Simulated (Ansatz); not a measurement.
CuI₂ (charge +1)

The calculation's input:

```
crystal:
  periodic: [false, false, false]
  atoms:
    - {symbol: Cu, position_ang: [0.000257, 0.000038, 0.000084]}
    - {symbol: I, position_ang: [-0.640194, -0.606311, 2.230287]}
    - {symbol: I, position_ang: [0.639937, 0.606281, -2.230371]}
basis:
  gaussian: {orbitals: def2-TZVP, initial_orbitals: start.molden}
total_charge: 1
hamiltonian: {xc: pbe0, dispersion: d4}
scf: {omitted_lower_state_checks: [starts]}
output: {orbitals: {seedname: orbitals}}
```

Run with:

```sh
ansatz run in.yaml --threads 4 --pin off --events-out ev --progress --plain --max-ram 3916MiB
```

Geometry: PBE-D4/def2-TZVP; core potentials replace the inner electrons of I.

These are results of Ansatz 0.2.0, RKS PBE0-D4/def2-TZVP, not measurements.

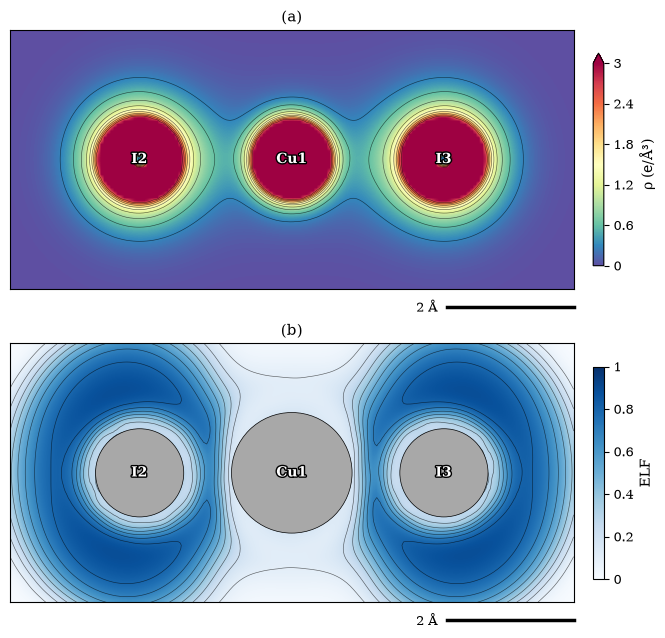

Figure 1. (a) electron density; (b) ELF on a plane that holds the molecular axis. Grey discs cover the atomic cores in the ELF map.

Interpret the plot.

Atoms in the plane: Cu and I. Cu–I (2.40 Å): ρ at the midpoint is about 0.59 e/Å³, with its minimum of 0.51 e/Å³ about 1.0 Å from Cu; the ELF peaks at about 0.65 in the valence shell of I, 1.1 Å from its nucleus, and is about 0.55 at the midpoint.

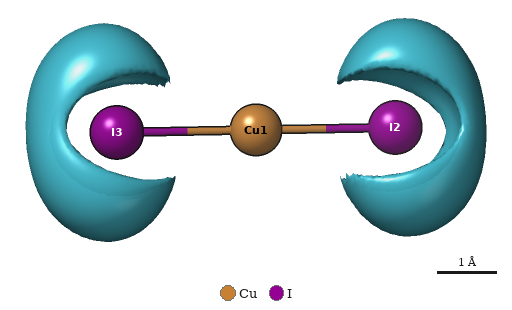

Figure 2. Isosurface of the electron localisation function at 0.75 (cyan), seen from one side. Core shells and regions of very low density are left out.

What do the ELF domains correspond to?

The surface consists of two rings or bowls of non-bonding electrons around I.

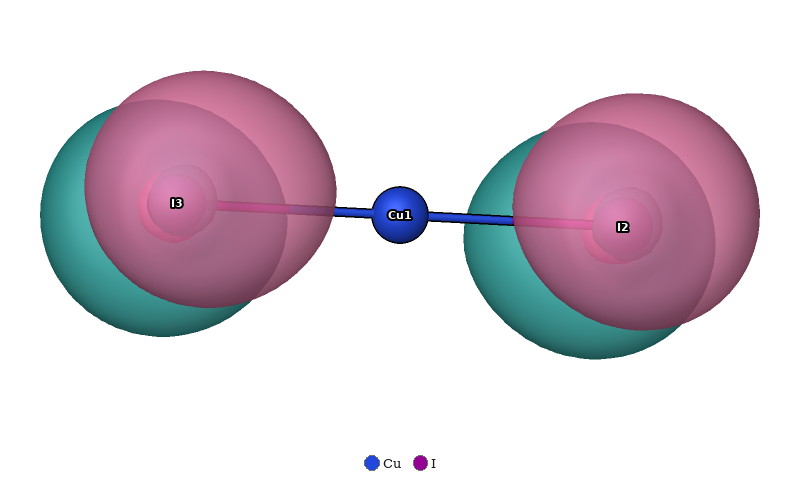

Figure 3. The HOMO−1 at ±0.1 Å⁻³ᐟ² (teal and pink are the two phases), seen from one side.

Where does this orbital lie, and at what energy?

It lies mainly on I2 (about 45 %) and I3 (about 45 %); it is ungerade (odd under inversion); largely a combination of lone pairs on I2 and I3. It is one of a degenerate set, so its orientation is arbitrary. Its energy is −13.38 eV.
